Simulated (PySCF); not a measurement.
# SiCl4: geometry relaxation

- system: SiCl4, SMILES Cl[Si](Cl)(Cl)Cl
- method: PBE0-D3(BJ)/def2-SVP geometry optimisation, gas phase (PySCF 2.14.0)

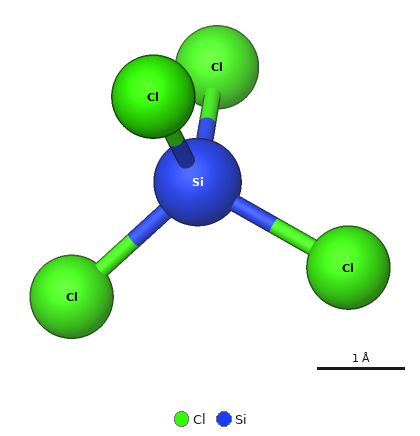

The structure as given in the input (ball-and-stick view, seen at a tilt). Bond lengths as drawn: Cl–Si 2.01 Å.

## The input
```
{"job": {"xc": "PBE0", "basis": "def2-SVP", "d3": "d3bj", "grid": 1, "kind": "geom"}, "charge": 0, "multiplicity": 1}
Cl     0.704708    -1.296371     1.367861
Si     0.001841     0.000703    -0.003368
Cl    -0.957738     1.507260     0.927467
Cl     1.536951     0.743230    -1.075294
Cl    -1.277139    -0.951969    -1.233851
```

The first line tells a small driver script what to run in PySCF; the rest is the geometry in Å.

Run as:
```bash
OMP_NUM_THREADS=1 python <driver script> task.json out
```

## What the program printed
```
step   0  E = -2129.11244174  max force = 0.007576
step   1  E = -2129.11311492  max force = 0.002163
step   2  E = -2129.11317522  max force = 0.000648
step   3  E = -2129.11318120  max force = 0.000136
optimisation converged
```

## Trajectory as extended XYZ (Å, eV, eV/Å), 4 frames, from step=0 to step=3
```
5
Properties=species:S:1:pos:R:3:forces:R:3 step=0 energy=-57936.10053
Cl    0.7047   -1.2964    1.3679    0.1491  -0.3163   0.3280
Si    0.0018    0.0007   -0.0034   -0.0039   0.0001   0.0095
Cl   -0.9577    1.5073    0.9275   -0.2147   0.3675   0.2204
Cl    1.5370    0.7432   -1.0753    0.3896   0.2008  -0.2551
Cl   -1.2771   -0.9520   -1.2338   -0.3200  -0.2520  -0.3028
5
Properties=species:S:1:pos:R:3:forces:R:3 step=1 energy=-57936.11885
Cl    0.6986   -1.2995    1.4342   -0.0428   0.0963  -0.0981
Si    0.0223    0.0246    0.0378    0.0006  -0.0007   0.0010
Cl   -0.9416    1.5623    0.9690    0.0596  -0.1112  -0.0647
Cl    1.5973    0.7737   -1.0229   -0.1083  -0.0618   0.0813
Cl   -1.2650   -0.9373   -1.2211    0.0908   0.0774   0.0805
5
Properties=species:S:1:pos:R:3:forces:R:3 step=2 energy=-57936.12049
Cl    0.6962   -1.2971    1.4312   -0.0136   0.0270  -0.0280
Si    0.0220    0.0245    0.0380    0.0008  -0.0009  -0.0005
Cl   -0.9418    1.5577    0.9670    0.0148  -0.0333  -0.0182
Cl    1.5961    0.7708   -1.0173   -0.0288  -0.0186   0.0267
Cl   -1.2611   -0.9321   -1.2219    0.0268   0.0258   0.0200
5
Properties=species:S:1:pos:R:3:forces:R:3 step=3 energy=-57936.12065
Cl    0.6930   -1.2975    1.4296   -0.0012  -0.0043   0.0021
Si    0.0220    0.0245    0.0380    0.0003  -0.0009  -0.0004
Cl   -0.9431    1.5548    0.9664   -0.0038   0.0019   0.0024
Cl    1.5977    0.7696   -1.0116    0.0058   0.0015   0.0029
Cl   -1.2580   -0.9275   -1.2254   -0.0012   0.0018  -0.0070
```

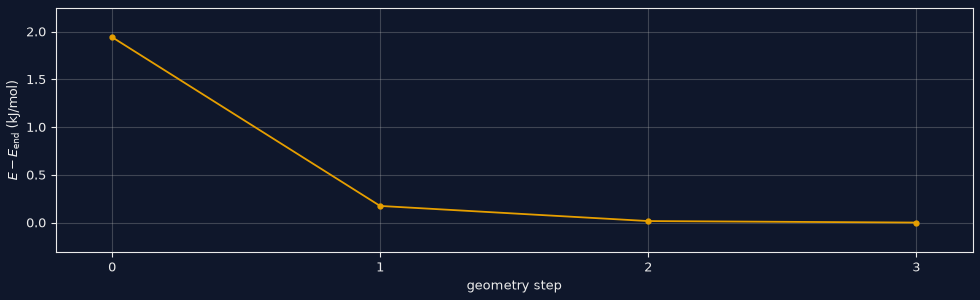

Progress of the relaxation, step by step (steps are counted from 0).

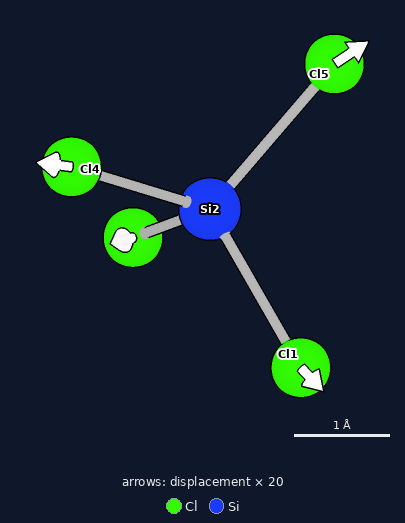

The starting structure with the displacements as white arrows, magnified 20 times (ball-and-stick view, seen at a tilt). The two geometries are laid on each other by the best rigid fit. After 3 geometry steps the energy has fallen by 1.94 kJ/mol. The largest force component goes from 0.39 to 0.007 eV/Å. The largest move after the best rigid fit is that of Cl5, 0.023 Å. By element the largest moves are Cl 0.023 Å, Si 0.002 Å. Among the contacts that change: Cl1–Si2 2.014 → 2.033 Å. (Atoms are counted from 1 in the order of the input.)

## Summary

- outcome: converged
- total energy: −2129.113181 hartree
- dipole moment: 0.00 D
- point group: Td
- hardware: 1 CPU thread, shared host
- wall time: 29 s
- peak memory: 0.39 GiB
